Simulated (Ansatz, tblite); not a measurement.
# W(NH)2(OH)2 (H₄N₂O₂W): removing and adding an electron

Aim: the energy of removing and adding an electron for W(NH)2(OH)2 (H₄N₂O₂W), by energy differences, and how well orbital energies stand in for it.

Program: Ansatz 0.2.0, Gaussian basis. Level of theory: as each input shows. These are calculated values, not measurements.

Levels to be run: charge +1 doublet, at the geometry of the singlet (PBE0-D4/def2-TZVP, PBE-D4/def2-TZVP, r2SCAN-D4/def2-TZVP); charge -1 doublet, at the geometry of the singlet (PBE0-D4/def2-TZVPD, PBE-D4/def2-TZVPD, r2SCAN-D4/def2-TZVPD); the starting singlet's energies come from earlier runs.

## 1. The relaxed structure

The singlet was relaxed beforehand with PBE-D4/def2-SVP.

9 atoms, charge 0, spin multiplicity 1.

Atoms are counted from 1 here; the program's logs count them from 0.

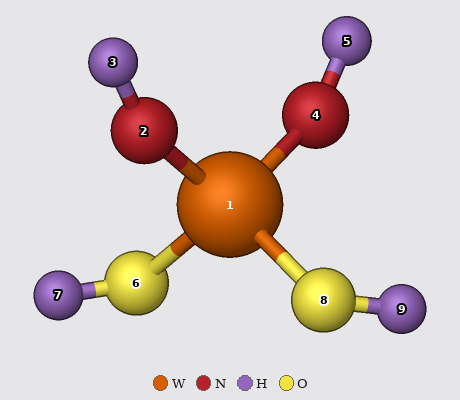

The structure; tungsten orange, nitrogen red, hydrogen purple, oxygen yellow; atoms are numbered from 1 in the order of the file.

Formally the metal is d0. W takes a core potential in the def2 sets. No spin-orbit coupling is included.

## 2. Charge +1 doublet at the fixed geometry, first pass, PBE0-D4/def2-SVP

Input file in.yaml:

```yaml
crystal:
  periodic: [false, false, false]
  atoms:
    - {symbol: W, position_ang: [-0.110895, -0.020341, -0.071135]}
    - {symbol: N, position_ang: [-0.099615, 0.290523, 1.669968]}
    - {symbol: H, position_ang: [0.312221, 0.463819, 2.590201]}
    - {symbol: N, position_ang: [1.518122, -0.031275, -0.759882]}
    - {symbol: H, position_ang: [2.537243, 0.057276, -0.762264]}
    - {symbol: O, position_ang: [-1.077853, 1.397091, -0.938807]}
    - {symbol: H, position_ang: [-1.670834, 1.967166, -0.416705]}
    - {symbol: O, position_ang: [-0.894155, -1.757698, -0.326240]}
    - {symbol: H, position_ang: [-0.514225, -2.366561, -0.985135]}
basis:
  gaussian: {orbitals: def2-SVP}
total_charge: 1
magnetization: {spin_polarized: true, initial_magnetization: 1}
hamiltonian: {xc: pbe0, dispersion: d4}
output: {orbitals: {seedname: orbitals}}
```

On the command line:

```
$ ansatz run in.yaml --threads 4 --pin off --events-out ev --progress --plain --max-ram 3916MiB
```

Output:

```text
Functional definition: PBE0
  name "PBE0"
  cite "Adamo & Barone, J. Chem. Phys. 110, 6158 (1999) doi:10.1063/1.478522"
  cite "Perdew, Burke & Ernzerhof, Phys. Rev. Lett. 77, 3865 (1996) doi:10.1103/PhysRevLett.77.3865"
  parent pbe
  parameter a = 0.25
  parameter kappa = 0.804
  parameter beta = 0.06672455060314922
  exchange = (1 - a)*pbe_x(kappa = kappa, mu = beta*pi^2/3) + a*exact_x
  correlation = pbe_c(beta = beta)
1069 factors; integrals over basis functions are off by at most 8.1e-4 eV
mean field evaluation 1: about -8922.3899 eV, gradient 7.8e1 eV
mean field evaluation 2: about -8825.1980 eV, gradient 1.7e2 eV
mean field evaluation 4: about -8944.5346 eV, gradient 7.4e0 eV
mean field evaluation 8: about -8945.0069 eV, gradient 9.5e-1 eV
mean field evaluation 16: about -8945.0156 eV, gradient 2.1e-2 eV
mean field evaluation 32: about -8945.0157 eV, gradient 7.8e-4 eV
mean field evaluation 64: about -8944.1685 eV, gradient 4.3e0 eV
mean field -8945.01567387 eV, -328.7232628653 hartree, gradient 1.8e-5 eV, S^2 0.813204; 6 other end points of the search recorded, 0 dependent functions left out
reference -8945.01572708 eV, -328.7232648206 hartree; 24, 23 occupied and 84, 85 virtual orbitals, 1069 factors
Total energy: -8945.16985628 eV, -328.7289289644 hartree
```

Wall time 6.5 s (4 threads of Arm Neoverse V1, shared host).

Report: HOMO -13.77 eV, LUMO -11.41 eV (over both spins); ⟨S²⟩ 0.813 (pure: 0.75).

## 3. Charge +1 doublet at the fixed geometry, PBE0-D4/def2-TZVP

start.molden holds the orbitals of an earlier run on this state, given as this run's starting guess.

Edit in.yaml of step 2 so:

```diff
@@ -13,3 +13,3 @@
 basis:
-  gaussian: {orbitals: def2-SVP}
+  gaussian: {orbitals: def2-TZVP, initial_orbitals: start.molden}
 total_charge: 1
@@ -17,2 +17,3 @@
 hamiltonian: {xc: pbe0, dispersion: d4}
+scf: {omitted_lower_state_checks: [starts]}
 output: {orbitals: {seedname: orbitals}}
```

Same command.

Output, cut to the lines that bear on the results:

```text
Functional definition: PBE0
  name "PBE0"
  cite "Adamo & Barone, J. Chem. Phys. 110, 6158 (1999) doi:10.1063/1.478522"
  cite "Perdew, Burke & Ernzerhof, Phys. Rev. Lett. 77, 3865 (1996) doi:10.1103/PhysRevLett.77.3865"
  parent pbe
[...]
1188 factors; their error is unknown
[...]
mean field -8954.08361655 eV, -329.0565036124 hartree, gradient 3.1e-6 eV, S^2 0.811596; 0 other end points of the search recorded, 0 dependent functions left out
reference -8954.08364401 eV, -329.0565046217 hartree; 24, 23 occupied and 164, 165 virtual orbitals, 1188 factors
Total energy: -8954.23777322 eV, -329.0621687655 hartree
Checks for a lower state left out: starts
```

Run time: 10 s. Hardware: 4 threads of Arm Neoverse V1, shared host; peak memory 0.76 GiB.

From the report: HOMO -13.80 eV, LUMO -11.40 eV (over both spins); ⟨S²⟩ 0.812 (pure: 0.75).

## 4. Charge +1 doublet at the fixed geometry, PBE-D4/def2-TZVP

Edit in.yaml of step 3 so:

```diff
@@ -16,3 +16,3 @@
 magnetization: {spin_polarized: true, initial_magnetization: 1}
-hamiltonian: {xc: pbe0, dispersion: d4}
+hamiltonian: {xc: pbe, dispersion: d4}
 scf: {omitted_lower_state_checks: [starts]}
```

The command is unchanged.

Output:

```text
Functional definition: PBE
  name "PBE"
  cite "Perdew, Burke & Ernzerhof, Phys. Rev. Lett. 77, 3865 (1996) doi:10.1103/PhysRevLett.77.3865"
  parent pbe
  parameter kappa = 0.804
  parameter beta = 0.06672455060314922
  exchange = pbe_x(kappa = kappa, mu = beta*pi^2/3)
  correlation = pbe_c(beta = beta)
these checks for a lower state are left out or cut short: starts
1112 factors; their error is unknown
mean field evaluation 1: about -8956.2674 eV, gradient 7.5e0 eV
mean field evaluation 2: about -8956.4970 eV, gradient 3.5e-1 eV
mean field evaluation 4: about -8956.4876 eV, gradient 2.7e-1 eV
mean field evaluation 8: about -8956.4879 eV, gradient 1.2e-4 eV
mean field -8956.48786639 eV, -329.1448581641 hartree, gradient 2.3e-5 eV, S^2 0.764666; 0 other end points of the search recorded, 0 dependent functions left out
reference -8956.48790321 eV, -329.1448595172 hartree; 24, 23 occupied and 164, 165 virtual orbitals, 1112 factors
Total energy: -8956.66945840 eV, -329.1515315475 hartree
Checks for a lower state left out: starts
```

Wall time 3.4 s (4 threads of Arm Neoverse V1, shared host).

From the report: HOMO -12.76 eV, LUMO -12.20 eV (over both spins); ⟨S²⟩ 0.765 (pure: 0.75).

## 5. Charge +1 doublet at the fixed geometry, r2SCAN-D4/def2-TZVP

Edit in.yaml of step 4 so:

```diff
@@ -16,3 +16,3 @@
 magnetization: {spin_polarized: true, initial_magnetization: 1}
-hamiltonian: {xc: pbe, dispersion: d4}
+hamiltonian: {xc: r2scan, dispersion: d4}
 scf: {omitted_lower_state_checks: [starts]}
```

Same command.

Output:

```text
Functional definition: r2SCAN
  name "r2SCAN"
  cite "Furness, Kaplan, Ning, Perdew & Sun, J. Phys. Chem. Lett. 11, 8208 (2020) doi:10.1021/acs.jpclett.0c02405"
  cite "Furness, Kaplan, Ning, Perdew & Sun, J. Phys. Chem. Lett. 11, 9248 (2020) doi:10.1021/acs.jpclett.0c03077"
  parent r2scan
  parameter k0 = 0.174
  parameter k1 = 0.065
  parameter a1 = 4.9479
  exchange = r2scan_x(k0 = k0, k1 = k1, a1 = a1)
  correlation = r2scan_c
these checks for a lower state are left out or cut short: starts
1112 factors; their error is unknown
mean field evaluation 1: about -8960.1433 eV, gradient 4.0e0 eV
mean field evaluation 2: about -8960.2135 eV, gradient 1.3e-1 eV
mean field evaluation 4: about -8960.2038 eV, gradient 3.4e-2 eV
mean field evaluation 8: about -8960.2038 eV, gradient 2.3e-5 eV
mean field -8960.20382859 eV, -329.2814172565 hartree, gradient 3.9e-6 eV, S^2 0.791780; 0 other end points of the search recorded, 0 dependent functions left out
reference -8960.20384032 eV, -329.2814176873 hartree; 24, 23 occupied and 164, 165 virtual orbitals, 1112 factors
Total energy: -8960.24670853 eV, -329.2829930651 hartree
Checks for a lower state left out: starts
```

Wall time 8 s (4 threads of Arm Neoverse V1, shared host).

HOMO -12.88 eV, LUMO -12.05 eV (over both spins); ⟨S²⟩ 0.792 (pure: 0.75).

## 6. Vertical ionisation energy

Charged state less starting state, singlet to doublet; the starting state's energies are those of its earlier runs.

| level | vertical ionisation energy (eV) | time |
| --- | --- | --- |
| PBE-D4/def2-TZVP | +9.24 | 5.1 s |
| r2SCAN-D4/def2-TZVP | +9.33 | 11 s |
| PBE0-D4/def2-TZVP | +9.52 | 12 s |

Times add the two runs; a level without a time comes out of a correlated run.

Beside −ε(HOMO) of the starting state:

| level | −ε(HOMO) (eV) | by difference (eV) | mismatch (eV) |
| --- | --- | --- | --- |
| PBE-D4/def2-TZVP | 6.22 | 9.24 | -3.03 |
| r2SCAN-D4/def2-TZVP | 6.51 | 9.33 | -2.81 |
| PBE0-D4/def2-TZVP | 7.58 | 9.52 | -1.94 |

## 7. Charge -1 doublet at the fixed geometry, first pass, PBE0-D4/def2-SVP

Edit in.yaml of step 5 so:

```diff
@@ -13,7 +13,6 @@
 basis:
-  gaussian: {orbitals: def2-TZVP, initial_orbitals: start.molden}
-total_charge: 1
+  gaussian: {orbitals: def2-SVP}
+total_charge: -1
 magnetization: {spin_polarized: true, initial_magnetization: 1}
-hamiltonian: {xc: r2scan, dispersion: d4}
-scf: {omitted_lower_state_checks: [starts]}
+hamiltonian: {xc: pbe0, dispersion: d4}
 output: {orbitals: {seedname: orbitals}}
```

Same command.

Output, cut to the lines that bear on the results:

```text
Functional definition: PBE0
  name "PBE0"
  cite "Adamo & Barone, J. Chem. Phys. 110, 6158 (1999) doi:10.1063/1.478522"
  cite "Perdew, Burke & Ernzerhof, Phys. Rev. Lett. 77, 3865 (1996) doi:10.1103/PhysRevLett.77.3865"
  parent pbe
[...]
1069 factors; integrals over basis functions are off by at most 8.1e-4 eV
[...]
mean field -8953.22176859 eV, -329.0248312841 hartree, gradient 1.7e-5 eV, S^2 0.753588; 7 other end points of the search recorded, 0 dependent functions left out
reference -8953.22181647 eV, -329.0248330436 hartree; 25, 24 occupied and 83, 84 virtual orbitals, 1069 factors
Total energy: -8953.42128914 eV, -329.0321635289 hartree
```

Run time: 7 s. Hardware: 4 threads of Arm Neoverse V1, shared host.

HOMO 3.08 eV, LUMO 4.89 eV (over both spins); ⟨S²⟩ 0.754 (pure: 0.75). Doubts: highest occupied level lies above zero.

## 8. Charge -1 doublet at the fixed geometry, PBE0-D4/def2-TZVPD

Edit in.yaml of step 7 so:

```diff
@@ -13,3 +13,3 @@
 basis:
-  gaussian: {orbitals: def2-SVP}
+  gaussian: {orbitals: def2-TZVPD, initial_orbitals: start.molden}
 total_charge: -1
@@ -17,2 +17,3 @@
 hamiltonian: {xc: pbe0, dispersion: d4}
+scf: {omitted_lower_state_checks: [starts]}
 output: {orbitals: {seedname: orbitals}}
```

Launched as before.

Output, cut to the lines that bear on the results:

```text
Functional definition: PBE0
  name "PBE0"
  cite "Adamo & Barone, J. Chem. Phys. 110, 6158 (1999) doi:10.1063/1.478522"
  cite "Perdew, Burke & Ernzerhof, Phys. Rev. Lett. 77, 3865 (1996) doi:10.1103/PhysRevLett.77.3865"
  parent pbe
[...]
1346 factors; their error is unknown
[...]
mean field -8963.13858803 eV, -329.3892676765 hartree, gradient 8.8e-6 eV, S^2 0.752106; 0 other end points of the search recorded, 0 dependent functions left out
reference -8963.13863857 eV, -329.3892695340 hartree; 25, 24 occupied and 208, 209 virtual orbitals, 1346 factors
Total energy: -8963.33811124 eV, -329.3966000194 hartree
Checks for a lower state left out: starts
```

Run time: 11 s. Hardware: 4 threads of Arm Neoverse V1, shared host; peak memory 0.8 GiB.

HOMO 1.80 eV, LUMO 2.96 eV (over both spins); ⟨S²⟩ 0.752 (pure: 0.75). Doubts: highest occupied level lies above zero.

## 9. Charge -1 doublet at the fixed geometry, PBE-D4/def2-TZVPD

Edit in.yaml of step 8 so:

```diff
@@ -16,3 +16,3 @@
 magnetization: {spin_polarized: true, initial_magnetization: 1}
-hamiltonian: {xc: pbe0, dispersion: d4}
+hamiltonian: {xc: pbe, dispersion: d4}
 scf: {omitted_lower_state_checks: [starts]}
```

Same command.

Output:

```text
Functional definition: PBE
  name "PBE"
  cite "Perdew, Burke & Ernzerhof, Phys. Rev. Lett. 77, 3865 (1996) doi:10.1103/PhysRevLett.77.3865"
  parent pbe
  parameter kappa = 0.804
  parameter beta = 0.06672455060314922
  exchange = pbe_x(kappa = kappa, mu = beta*pi^2/3)
  correlation = pbe_c(beta = beta)
these checks for a lower state are left out or cut short: starts
1276 factors; their error is unknown
mean field evaluation 1: about -8965.2645 eV, gradient 7.5e0 eV
mean field evaluation 2: about -8965.4416 eV, gradient 2.4e-1 eV
mean field evaluation 4: about -8965.4309 eV, gradient 9.7e-2 eV
mean field evaluation 8: about -8965.4311 eV, gradient 6.9e-5 eV
mean field -8965.43112799 eV, -329.4735169661 hartree, gradient 1.2e-5 eV, S^2 0.750696; 0 other end points of the search recorded, 0 dependent functions left out
reference -8965.43118823 eV, -329.4735191800 hartree; 25, 24 occupied and 208, 209 virtual orbitals, 1276 factors
Total energy: -8965.66574227 eV, -329.4821388820 hartree
Checks for a lower state left out: starts
```

Wall time 6 s (4 threads of Arm Neoverse V1, shared host).

Report: HOMO 2.08 eV, LUMO 2.44 eV (over both spins); ⟨S²⟩ 0.751 (pure: 0.75). Doubts: highest occupied level lies above zero.

## 10. Charge -1 doublet at the fixed geometry, r2SCAN-D4/def2-TZVPD

Edit in.yaml of step 9 so:

```diff
@@ -16,3 +16,3 @@
 magnetization: {spin_polarized: true, initial_magnetization: 1}
-hamiltonian: {xc: pbe, dispersion: d4}
+hamiltonian: {xc: r2scan, dispersion: d4}
 scf: {omitted_lower_state_checks: [starts]}
```

Launched as before.

Output:

```text
Functional definition: r2SCAN
  name "r2SCAN"
  cite "Furness, Kaplan, Ning, Perdew & Sun, J. Phys. Chem. Lett. 11, 8208 (2020) doi:10.1021/acs.jpclett.0c02405"
  cite "Furness, Kaplan, Ning, Perdew & Sun, J. Phys. Chem. Lett. 11, 9248 (2020) doi:10.1021/acs.jpclett.0c03077"
  parent r2scan
  parameter k0 = 0.174
  parameter k1 = 0.065
  parameter a1 = 4.9479
  exchange = r2scan_x(k0 = k0, k1 = k1, a1 = a1)
  correlation = r2scan_c
these checks for a lower state are left out or cut short: starts
1276 factors; their error is unknown
mean field evaluation 1: about -8969.0211 eV, gradient 3.9e0 eV
mean field evaluation 2: about -8969.0901 eV, gradient 9.8e-2 eV
mean field evaluation 4: about -8969.0798 eV, gradient 4.6e-2 eV
mean field evaluation 8: about -8969.0799 eV, gradient 2.4e-5 eV
mean field -8969.07985330 eV, -329.6076051483 hartree, gradient 1.7e-5 eV, S^2 0.751870; 0 other end points of the search recorded, 0 dependent functions left out
reference -8969.07989489 eV, -329.6076066767 hartree; 25, 24 occupied and 208, 209 virtual orbitals, 1276 factors
Total energy: -8969.13649792 eV, -329.6096867993 hartree
Checks for a lower state left out: starts
```

Wall time 12 s (4 threads of Arm Neoverse V1, shared host).

Report: HOMO 2.09 eV, LUMO 2.54 eV (over both spins); ⟨S²⟩ 0.752 (pure: 0.75). Doubts: highest occupied level lies above zero.

## 11. Vertical electron affinity

Starting state less charged state (positive: the electron is bound), singlet to doublet; the starting state's energies are those of its earlier runs.

| level | vertical electron affinity (eV) | time |
| --- | --- | --- |
| PBE-D4/def2-TZVPD | -0.37 | 8.6 s |
| r2SCAN-D4/def2-TZVPD | -0.53 | 16 s |
| PBE0-D4/def2-TZVPD | -0.53 | 14 s |

Times add the two runs; a level without a time comes out of a correlated run.

Beside −ε(LUMO) of the starting state:

| level | −ε(LUMO) (eV) | by difference (eV) | mismatch (eV) |
| --- | --- | --- | --- |
| PBE-D4/def2-TZVPD | 1.78 | -0.37 | +2.15 |
| r2SCAN-D4/def2-TZVPD | 1.62 | -0.53 | +2.16 |
| PBE0-D4/def2-TZVPD | 0.98 | -0.53 | +1.51 |

## 12. Summary of results

| quantity | value |
| --- | --- |
| vertical ionisation energy, functionals in def2-TZVP | 9.24 (PBE-D4) to 9.52 eV (PBE0-D4) |
| vertical electron affinity, functionals in def2-TZVPD | -0.53 (r2SCAN-D4) to -0.37 eV (PBE-D4) |

**Reading.** The vertical ionisation energy spans 9.24 to 9.52 eV over the functionals. −ε(HOMO) misses the level's own difference by -1.94 eV at best (PBE0-D4) and -3.03 eV at worst (PBE-D4). The vertical electron affinity spans -0.53 to -0.37 eV over the functionals. A negative affinity means an unbound electron, held by the basis alone. −ε(LUMO) misses the level's own difference by +1.51 eV at best (PBE0-D4) and +2.16 eV at worst (r2SCAN-D4). The charged states' spins were chosen beforehand and needn't be their lowest.
